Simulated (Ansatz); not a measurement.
# Au wire along [100], 37 atoms a period: bands along the axis

Wanted: the relaxed geometry and the bands of the Au wire along [100], 37 atoms a period.

Main program and level: Ansatz 0.2.0; DFT PBE, plane waves, PAW; relaxation of a wire's period; PAW set soft_1, in the first sound run; inputs show where later runs differ.

## Step 1: The starting structure

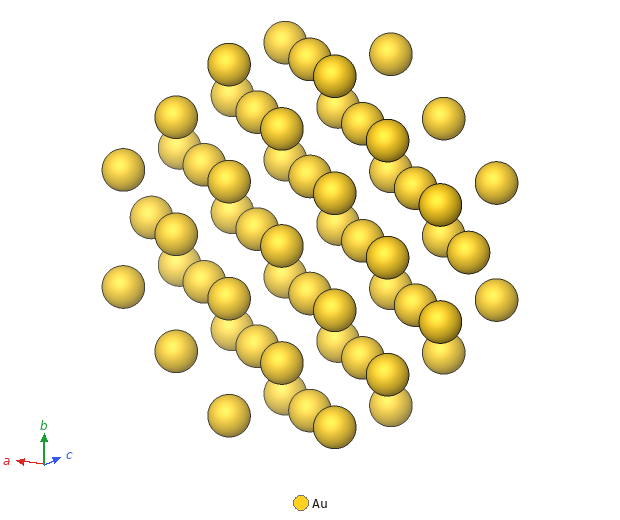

The cell as given, at a slant to the c axis (gold yellow). Some periodic images of atoms are drawn too.

The cell holds 37 atoms: 37 Au. Cell: a = 19.280 Å, b = 19.280 Å, c = 4.160 Å, α = 90.0°, β = 90.0°, γ = 90.0°. Vacuum lies along a and b. The structure's axis is c.

## Step 2: Relaxing the period

Band widths follow the bond lengths, so the wire is relaxed first. The atoms and the third cell vector are free; the box across stays fixed as vacuum. A Fermi-Dirac smearing is set since the result may be a metal. The pressure printed is a third of the stress's trace over the whole box, vacuum included; only the stress along the axis is relaxed.

The input, input.yaml:

```yaml
crystal:
  lattice:
    - [19.28, 0.0, 0.0]
    - [0.0, 19.28, 0.0]
    - [0.0, 0.0, 4.16]
  atoms:
    - { symbol: Au, position: [0.176348548, 0.392116183, 0.0] }
    - { symbol: Au, position: [0.176348548, 0.607883817, 0.0] }
    - { symbol: Au, position: [0.284232365, 0.284232365, 0.0] }
    - { symbol: Au, position: [0.284232365, 0.5, 0.0] }
    - { symbol: Au, position: [0.284232365, 0.715767635, 0.0] }
    - { symbol: Au, position: [0.392116183, 0.176348548, 0.0] }
    - { symbol: Au, position: [0.392116183, 0.392116183, 0.0] }
    - { symbol: Au, position: [0.392116183, 0.607883817, 0.0] }
    - { symbol: Au, position: [0.392116183, 0.823651452, 0.0] }
    - { symbol: Au, position: [0.5, 0.284232365, 0.0] }
    - { symbol: Au, position: [0.5, 0.5, 0.0] }
    - { symbol: Au, position: [0.5, 0.715767635, 0.0] }
    - { symbol: Au, position: [0.607883817, 0.176348548, 0.0] }
    - { symbol: Au, position: [0.607883817, 0.392116183, 0.0] }
    - { symbol: Au, position: [0.607883817, 0.607883817, 0.0] }
    - { symbol: Au, position: [0.607883817, 0.823651452, 0.0] }
    - { symbol: Au, position: [0.715767635, 0.284232365, 0.0] }
    - { symbol: Au, position: [0.715767635, 0.5, 0.0] }
    - { symbol: Au, position: [0.715767635, 0.715767635, 0.0] }
    - { symbol: Au, position: [0.823651452, 0.392116183, 0.0] }
    - { symbol: Au, position: [0.823651452, 0.607883817, 0.0] }
    - { symbol: Au, position: [0.176348548, 0.5, 0.5] }
    - { symbol: Au, position: [0.284232365, 0.392116183, 0.5] }
    - { symbol: Au, position: [0.284232365, 0.607883817, 0.5] }
    - { symbol: Au, position: [0.392116183, 0.284232365, 0.5] }
    - { symbol: Au, position: [0.392116183, 0.5, 0.5] }
    - { symbol: Au, position: [0.392116183, 0.715767635, 0.5] }
    - { symbol: Au, position: [0.5, 0.176348548, 0.5] }
    - { symbol: Au, position: [0.5, 0.392116183, 0.5] }
    - { symbol: Au, position: [0.5, 0.607883817, 0.5] }
    - { symbol: Au, position: [0.5, 0.823651452, 0.5] }
    - { symbol: Au, position: [0.607883817, 0.284232365, 0.5] }
    - { symbol: Au, position: [0.607883817, 0.5, 0.5] }
    - { symbol: Au, position: [0.607883817, 0.715767635, 0.5] }
    - { symbol: Au, position: [0.715767635, 0.392116183, 0.5] }
    - { symbol: Au, position: [0.715767635, 0.607883817, 0.5] }
    - { symbol: Au, position: [0.823651452, 0.5, 0.5] }
kpoints:
  mp_grid: { grid: [1, 1, 20] }
scf:
  occupations: { method: fermi_dirac, width: 0.05 }
hamiltonian:
  xc: pbe
  pseudopotentials: { kind: paw, azcp: { folder: soft_1 } }
relax:
  cell: { fix: [a, b, alpha, beta, gamma] }
  max_steps: 45
  f_tol: 0.03
```

Command:

```bash
> ansatz run input.yaml --threads 16 --pin off --max-ram 61440MiB --backend cuda --events-out ev --progress --plain --runs-dir out --max-vram 78GiB
```

Numbers of over 12 decimals in the logs are rounded to 6 here.

The log of the run:

```text
Engine: ansatz 0.2.0, aarch64-unknown-linux-gnu
Pseudopotentials: kind: paw
Pseudopotential: Au, paw, valence charge 19, recommended cutoff 420 eV (normal), soft_1/Au.paw.azcp
Functional definition: PBE
  parameter kappa = 0.804
  parameter beta = 0.066725
  exchange = pbe_x(kappa = kappa, mu = beta*pi^2/3)
  correlation = pbe_c(beta = beta)
[...]
Crystal: 37 atoms, lattice volume = 1546.349 Å³
Basis set: ecut = 420 eV, 30053 PW (Γ), exchange–correlation on 270×270×60 points (8 copies of the dense FFT grid, shifted against one another)
Bands: 422, of which v1, the nominal top of the filled ones, is band 352 counted from 1 (351 counted from 0)
Symmetry: 16 space group operations
Space group: P4/mmm (ITA 123), of the structure as read, at distance tolerance 1.2e-4 Å
k-points: 11 of 20
Non-local potential: Au, projectors of the file, l = 0: 3, l = 1: 2, l = 2: 2, l = 3: 1
PAW form: soft (Blöchl's): semilocal exchange-correlation on the pseudo side does not see the compensation charge
PAW one-centre angular grid: Au, 590 points (default); XC on 64 Gauss nodes
Initial density: superposition of atomic densities (neutral atoms: chi_scale 0, normalization atom)
Initial wavefunctions: pseudopotential atomic-orbital guess
[...]
Functional: x = pbe(κ = 0.804, μ = 0.219515), c = pbe(β = 0.066725)
SCF iter   1: F=—  HF=-486590.369743 eV  |F-HF|=—  |Δ(HF+E_count)|=         —  Δρ=3.91e-2  dr2=3.15e1  ethr=3.10e-3  ⟨swp⟩=6.0  Hψ=17104  notcnv=0  defer=322
preconditioner: auto → LDOS  [metal: Δε(μ)=0.013 eV  Ē_g=7.769 eV  σ=0.050 eV  W_gap=0.06  n_scr=378 (ndim 8)  ℏωp=19.1 eV  f_vac=0.503  D(μ)=13.77/eV (n_scr^D=44)  β→1.0]
SCF iter   2: F=—  HF=-486591.400637 eV  |F-HF|=—  |Δ(HF+E_count)|=    1.03e0  Δρ=4.17e-2  dr2=2.87e1  ethr=3.10e-3  ⟨swp⟩=3.0  Hψ=11295  notcnv=0  defer=583
[...]
SCF iter  10: F=-486582.511869 eV  HF=-486582.511869 eV  |F-HF|=1.66e-8  |Δ(HF+E_count)|=   2.75e-7  Δρ=1.20e-6  dr2=2.35e-8  ethr=1.42e-11  ⟨swp⟩=4.0  Hψ=14679  notcnv=0
SCF 1 converged in 10 iterations: F = -486582.511869 eV  dr2 = 2.35e-8
  greatest PAW one-centre occupation: 1.000 electrons in one spin orbital (limit 2), on the Au atom at site 32 (counted from 0), in its partial waves of l = 0
relax step   1: F+E_penalty+E_count = -486582.51186870 eV  Δ(F+E_penalty+E_count) = +0.000e0 eV  max|allowed force component| = 6.538e-1 eV/Å  Δτ_max = 0.0000 Å  P = -1.997 GPa  Ω = 1546.349 Å³  fix = [a, b, alpha, beta, gamma]  reactions: a -1.834, b -1.834 GPa  (10 SCF iters, dr2 threshold 1.00e-7 eV, accepted)
[...]
Crystal: 37 atoms, lattice volume = 1493.989 Å³
Basis set: ecut = 420 eV, 29189 PW (Γ), exchange–correlation on 270×270×60 points (8 copies of the dense FFT grid, shifted against one another)
[...]
iter 1 solved again at ethr=1.02e-4 eV; its pass at ethr=3.10e-3 eV (dr2=7.14e-1 eV) is discarded
SCF iter   1: F=—  HF=-486583.249888 eV  |F-HF|=—  |Δ(HF+E_count)|=         —  Δρ=6.58e-3  dr2=7.25e-1  ethr=1.02e-4  ⟨swp⟩=4.3  Hψ=24361  notcnv=0
preconditioner: auto → LDOS  [metal: Δε(μ)=0.001 eV  Ē_g=8.564 eV  σ=0.050 eV  W_gap=0.00  n_scr=370 (ndim 8)  ℏωp=19.4 eV  f_vac=0.513  D(μ)=11.96/eV (n_scr^D=44)  β→1.0]
SCF iter   2: F=—  HF=-486583.292758 eV  |F-HF|=—  |Δ(HF+E_count)|=   4.29e-2  Δρ=6.00e-3  dr2=8.69e-1  ethr=1.02e-4  ⟨swp⟩=4.0  Hψ=9931  notcnv=0
[...]
SCF iter   7: F=-486583.084669 eV  HF=-486583.084669 eV  |F-HF|=1.62e-7  |Δ(HF+E_count)|=   3.95e-6  Δρ=7.64e-6  dr2=1.06e-6  ethr=5.26e-10  ⟨swp⟩=4.0  Hψ=14445  notcnv=0
SCF 2 converged in 7 iterations: F = -486583.084669 eV  dr2 = 1.06e-6
relax step   2: F+E_penalty+E_count = -486583.08466857 eV  Δ(F+E_penalty+E_count) = -5.728e-1 eV  max|allowed force component| = 3.629e-1 eV/Å  Δτ_max = 0.1947 Å  P = +1.918 GPa  Ω = 1493.989 Å³  energy of the carried Pulay correction = +7.666e-3 eV  fix = [a, b, alpha, beta, gamma]  reactions: a +1.910, b +1.910 GPa  (7 SCF iters, dr2 threshold 3.70e-6 eV, accepted)
[...]
Crystal: 37 atoms, lattice volume = 1514.458 Å³
[...]
iter 1 solved again at ethr=3.58e-5 eV; its pass at ethr=3.10e-3 eV (dr2=2.52e-1 eV) is discarded
[...]
SCF 3 converged in 6 iterations: F = -486583.405617 eV  dr2 = 1.07e-6
[...]
SCF 4 converged in 7 iterations: F = -486583.427161 eV  dr2 = 5.61e-8
[...]
SCF 5 converged in 6 iterations: F = -486583.436284 eV  dr2 = 2.09e-7
[...]
SCF 6 converged in 6 iterations: F = -486583.430906 eV  dr2 = 2.35e-10
[...]
SCF converged after 6 iterations
[...]
--- Relaxed structure (5 steps of the walk, 5 accepted, 1 SCFs on fresh bases) ---
  F+E_penalty+E_count = -486583.43090557 eV   max|allowed force component| = 4.395e-3 eV/Å   (the final SCF, on the basis selected at the relaxed cell)
  cell:  # Å, volume = 1511.2237 Å³
    - [19.28, 0.0, 0.0]
    - [0.0, 19.28, 0.0]
    - [0.0, 0.0, 4.065507]
  atoms:
    - { symbol: Au, position: [0.181643, 0.397929, 0.0] }
    - { symbol: Au, position: [0.181643, 0.602071, 0.0] }
    - { symbol: Au, position: [0.284034, 0.284034, 0.0] }
    - { symbol: Au, position: [0.288275, 0.500000, 0.0] }
    - { symbol: Au, position: [0.284034, 0.715966, 0.0] }
    - { symbol: Au, position: [0.397929, 0.181643, 0.0] }
    - { symbol: Au, position: [0.391364, 0.391364, 0.0] }
    - { symbol: Au, position: [0.391364, 0.608636, 0.0] }
    - { symbol: Au, position: [0.397929, 0.818357, 0.0] }
    - { symbol: Au, position: [0.500000, 0.288275, 0.0] }
    - { symbol: Au, position: [0.500000, 0.500000, 0.0] }
    - { symbol: Au, position: [0.500000, 0.711725, 0.0] }
    - { symbol: Au, position: [0.602071, 0.181643, 0.0] }
    - { symbol: Au, position: [0.608636, 0.391364, 0.0] }
    - { symbol: Au, position: [0.608636, 0.608636, 0.0] }
    - { symbol: Au, position: [0.602071, 0.818357, 0.0] }
    - { symbol: Au, position: [0.715966, 0.284034, 0.0] }
    - { symbol: Au, position: [0.711725, 0.500000, 0.0] }
    - { symbol: Au, position: [0.715966, 0.715966, 0.0] }
    - { symbol: Au, position: [0.818357, 0.397929, 0.0] }
    - { symbol: Au, position: [0.818357, 0.602071, 0.0] }
    - { symbol: Au, position: [0.177668, 0.500000, 0.5] }
    - { symbol: Au, position: [0.280945, 0.386711, 0.5] }
    - { symbol: Au, position: [0.280945, 0.613289, 0.5] }
    - { symbol: Au, position: [0.386711, 0.280945, 0.5] }
    - { symbol: Au, position: [0.392325, 0.500000, 0.5] }
    - { symbol: Au, position: [0.386711, 0.719055, 0.5] }
    - { symbol: Au, position: [0.500000, 0.177668, 0.5] }
    - { symbol: Au, position: [0.500000, 0.392325, 0.5] }
    - { symbol: Au, position: [0.500000, 0.607675, 0.5] }
    - { symbol: Au, position: [0.500000, 0.822332, 0.5] }
    - { symbol: Au, position: [0.613289, 0.280945, 0.5] }
    - { symbol: Au, position: [0.607675, 0.500000, 0.5] }
    - { symbol: Au, position: [0.613289, 0.719055, 0.5] }
    - { symbol: Au, position: [0.719055, 0.386711, 0.5] }
    - { symbol: Au, position: [0.719055, 0.613289, 0.5] }
    - { symbol: Au, position: [0.822332, 0.500000, 0.5] }
```

Elapsed: 12 s, on 1 × NVIDIA GB200 with 16 threads of Arm Neoverse V2, shared host; peak memory 1.6 GiB.

Step by step:

```csv
step,energy less that of the first step (eV),largest force component (eV/Å),pressure (GPa),volume (Å³)
1,0.0000,0.6538,-2.00,1546.35
2,-0.5728,0.3629,1.92,1493.99
3,-0.8937,0.0954,-0.17,1514.46
4,-0.9153,0.0873,0.00,1508.32
5,-0.9244,0.0043,0.00,1511.22
6,-0.9190,0.0044,0.00,1511.22
```

The log counts 1 steps on a newly chosen plane-wave basis, not all of them marked here; energy and pressure can jump at such steps.

Forces are held to the 16 operations that the run works with; a distortion that breaks them can't arise in this run.

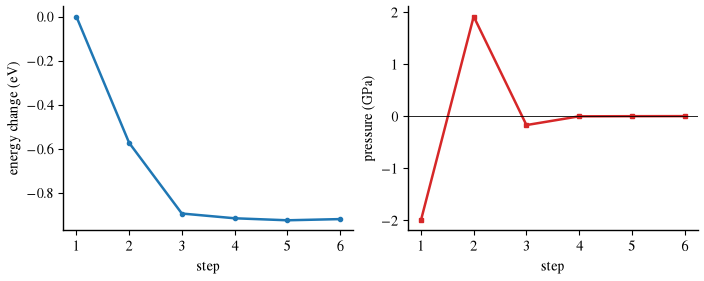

Energy and pressure along the relaxation.

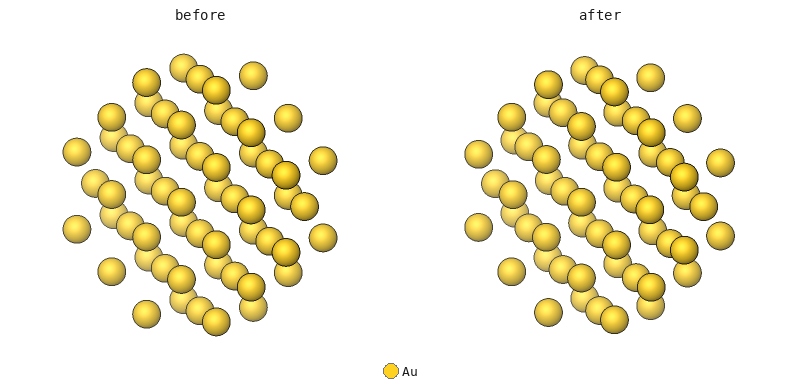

The structure before and after the relaxation, drawn at the same scale.

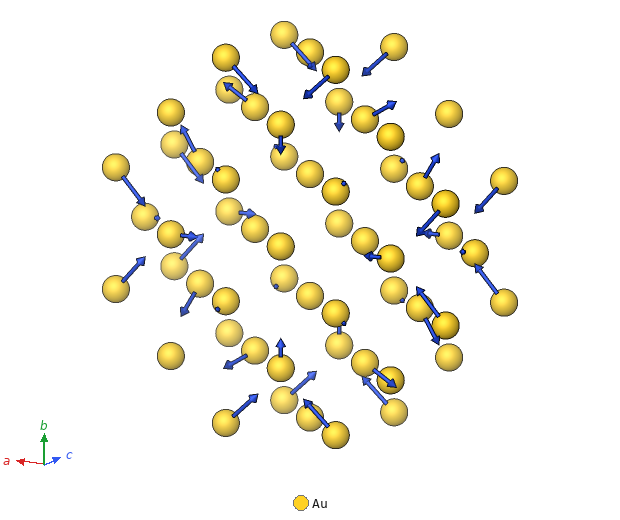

Displacements in the relaxation, exaggerated, measured against the changing cell; the longest in the cell stands for 0.15 Å. Some periodic images of atoms are drawn too.

```csv
cell as run,before,after,change
c (Å),4.160,4.066,-2.3 %
```

The atoms that moved most (Å, along periodic axes as changes of fractional coordinates times the final cell, across vacuum about the mean position):

```csv
atom,dx,dy,dz,length
Au1,0.102,0.112,0.000,0.152
Au6,0.112,0.102,0.000,0.152
Au20,-0.102,0.112,0.000,0.152
Au9,0.112,-0.102,0.000,0.152
Au2,0.102,-0.112,0.000,0.152
Au13,-0.112,0.102,0.000,0.152
Au21,-0.102,-0.112,0.000,0.152
Au16,-0.112,-0.102,0.000,0.152
```

This step gave:

* energy at zero smearing: -486583.3807 eV
* cell length along the wire: 4.066 Å

The cell's length comes to 4.066 Å with spin left out.

## Step 3: Bands of the perfect wire

This step: DFT PBE, plane waves, PAW; bands of a perfect wire; PAW set soft_1 (Ansatz 0.2.0).

At the relaxed period the bands are computed along the axis; those that cross an energy going forward count the channels that a perfect wire would open there.

The input, input.yaml:

```yaml
crystal:
  lattice:
    - [19.28, 0.0, 0.0]
    - [0.0, 19.28, 0.0]
    - [0.0, 0.0, 4.0655067152]
  atoms:
    - { symbol: Au, position: [0.18164292, 0.397929489, 0.0] }
    - { symbol: Au, position: [0.18164292, 0.602070511, 0.0] }
    - { symbol: Au, position: [0.284033926, 0.284033926, 0.0] }
    - { symbol: Au, position: [0.288274913, 0.5, 0.0] }
    - { symbol: Au, position: [0.284033926, 0.715966074, 0.0] }
    - { symbol: Au, position: [0.397929489, 0.18164292, 0.0] }
    - { symbol: Au, position: [0.391363915, 0.391363915, 0.0] }
    - { symbol: Au, position: [0.391363915, 0.608636085, 0.0] }
    - { symbol: Au, position: [0.397929489, 0.81835708, 0.0] }
    - { symbol: Au, position: [0.5, 0.288274913, 0.0] }
    - { symbol: Au, position: [0.5, 0.5, 0.0] }
    - { symbol: Au, position: [0.5, 0.711725087, 0.0] }
    - { symbol: Au, position: [0.602070511, 0.18164292, 0.0] }
    - { symbol: Au, position: [0.608636085, 0.391363915, 0.0] }
    - { symbol: Au, position: [0.608636085, 0.608636085, 0.0] }
    - { symbol: Au, position: [0.602070511, 0.81835708, 0.0] }
    - { symbol: Au, position: [0.715966074, 0.284033926, 0.0] }
    - { symbol: Au, position: [0.711725087, 0.5, 0.0] }
    - { symbol: Au, position: [0.715966074, 0.715966074, 0.0] }
    - { symbol: Au, position: [0.81835708, 0.397929489, 0.0] }
    - { symbol: Au, position: [0.81835708, 0.602070511, 0.0] }
    - { symbol: Au, position: [0.177667542, 0.5, 0.5] }
    - { symbol: Au, position: [0.280944789, 0.386710947, 0.5] }
    - { symbol: Au, position: [0.280944789, 0.613289053, 0.5] }
    - { symbol: Au, position: [0.386710947, 0.280944789, 0.5] }
    - { symbol: Au, position: [0.39232491, 0.5, 0.5] }
    - { symbol: Au, position: [0.386710947, 0.719055211, 0.5] }
    - { symbol: Au, position: [0.5, 0.177667542, 0.5] }
    - { symbol: Au, position: [0.5, 0.39232491, 0.5] }
    - { symbol: Au, position: [0.5, 0.60767509, 0.5] }
    - { symbol: Au, position: [0.5, 0.822332458, 0.5] }
    - { symbol: Au, position: [0.613289053, 0.280944789, 0.5] }
    - { symbol: Au, position: [0.60767509, 0.5, 0.5] }
    - { symbol: Au, position: [0.613289053, 0.719055211, 0.5] }
    - { symbol: Au, position: [0.719055211, 0.386710947, 0.5] }
    - { symbol: Au, position: [0.719055211, 0.613289053, 0.5] }
    - { symbol: Au, position: [0.822332458, 0.5, 0.5] }
kpoints:
  mp_grid: { grid: [1, 1, 20] }
  band_path: { path: ["Γ", Z], npoints: 90 }
scf:
  occupations: { method: fermi_dirac, width: 0.05 }
hamiltonian:
  xc: pbe
  pseudopotentials: { kind: paw, azcp: { folder: soft_1 } }
output:
  dos: { e_range: [-5, 4] }
  write_potential: true
  write_density: true
  volumetric_format: npy
```

The log of the run:

```text
[...]
Crystal: 37 atoms, lattice volume = 1511.224 Å³
Basis set: ecut = 420 eV, 29445 PW (Γ)
Bands: 422, of which v1, the nominal top of the filled ones, is band 352 counted from 1 (351 counted from 0)
[... 1 set-up line as in the run before ...]
[...]
k-points: 11 of 20
[...]
SCF iter   1: F=—  HF=-486591.594115 eV  |F-HF|=—  |Δ(HF+E_count)|=         —  Δρ=4.08e-2  dr2=3.23e1  ethr=3.10e-3  ⟨swp⟩=6.0  Hψ=17240  notcnv=0  defer=328
[...]
SCF iter   6: F=—  HF=-486583.430229 eV  |F-HF|=—  |Δ(HF+E_count)|=   3.98e-3  Δρ=1.20e-4  dr2=3.54e-4  ethr=3.71e-7  ⟨swp⟩=2.2  Hψ=6427  notcnv=0  defer=599
[...]
SCF iter   8: F=—  HF=-486583.431256 eV  |F-HF|=—  |Δ(HF+E_count)|=   1.62e-2  Δρ=1.25e-5  dr2=2.26e-6  ethr=3.70e-9  ⟨swp⟩=3.0  Hψ=8095  notcnv=0  defer=599
[...]
SCF iter  10: F=-486583.431258 eV  HF=-486583.431258 eV  |F-HF|=3.78e-9  |Δ(HF+E_count)|=   1.82e-7  Δρ=1.18e-6  dr2=2.49e-8  ethr=1.42e-11  ⟨swp⟩=14.1  Hψ=20503  notcnv=0
SCF 1 converged in 10 iterations: F = -486583.431258 eV  dr2 = 2.49e-8
[...]
NSCF: frozen V_eff on 91 k-points
[...]
SCF converged after 10 iterations
[...]
```

It took 17 s on 1 × NVIDIA GB200 with 16 threads; peak memory 3.7 GiB.

The column dr2 measures how far the density is from self-consistency, as an energy; F and HF (Harris–Foulkes) agree once it is small.

This step gave:

| Property | Result |
| --- | --- |
| energy at zero smearing | -486583.3811 eV |
| band gap | 0 eV |

The electronic bands at the labelled points (eV, zero at the Fermi level; # counts the bands kept):

```csv
point,#55,#56,#57,#58,#59,#60,#61,#62
Γ,-1.28,-0.87,-0.84,-0.21,-0.21,-0.16,0.08,0.38
Z,-0.47,-0.47,-0.37,-0.37,-0.12,-0.12,-0.01,0.31
```

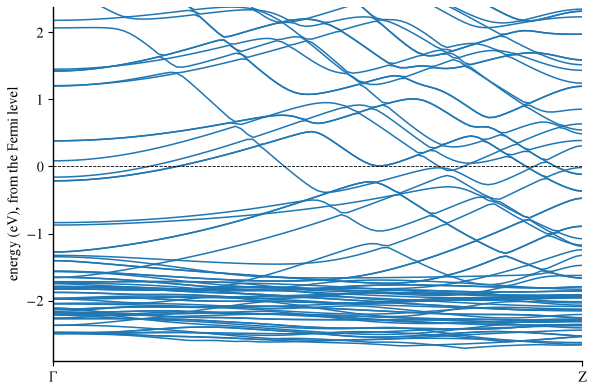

Electronic bands along the path.

Between Γ and Z the bands cross the Fermi level 11 times, so a perfect wire would conduct at least 11 G₀, with spin left out.

## Step 4: What came out

```yaml
cell_length_pbe: 4.066 Å
ballistic_conductance_by_band_crossings_a_lower_bound_pbe: 11 G₀
```

What this shows: Under PBE the cell's length is 4.07 Å, and the bands cross the Fermi level 11 times between Γ and Z, which gives a perfect wire at least 11 G₀ (opposite crossings within one step of the path cancel in such a count). Spin-orbit coupling is left out, which matters for the bands of heavy atoms.

[Logs are printed without paths, hosts, clocks, repeated set-up lines and the standing remarks that a program may print on its own settings, such as how far it seeks lower states.]

[Hosts, paths, dates, database ids (printed as entryN), source tags and the programs' standing remarks are cut or masked in the printed files.]
